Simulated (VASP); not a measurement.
Band structure of Rb2O2 (space group Immm). These are LDA (Ceperley-Alder, Perdew-Zunger), VASP's LDA PAW potentials (set 64) (plane waves; VASP) values and carry that method's errors.

The path is coarsely sampled, so an indirect gap can come out somewhat too large.

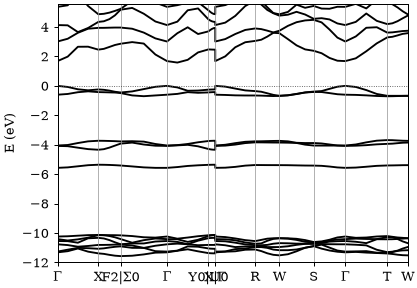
Figure: Bands along high-symmetry lines, zero at the valence-band maximum or, without a gap, the Fermi level

Task: Read the plot: is there a gap, and where are the band edges?

Result: The gap is indirect, 1.58 eV, from the valence maximum at Γ to the conduction minimum at Γ-Y0 at 0.25.

The structure comes from a measured Rb2O2 entry of the Crystallography Open Database, whose conditions weren't checked. The cell was not relaxed at this level.
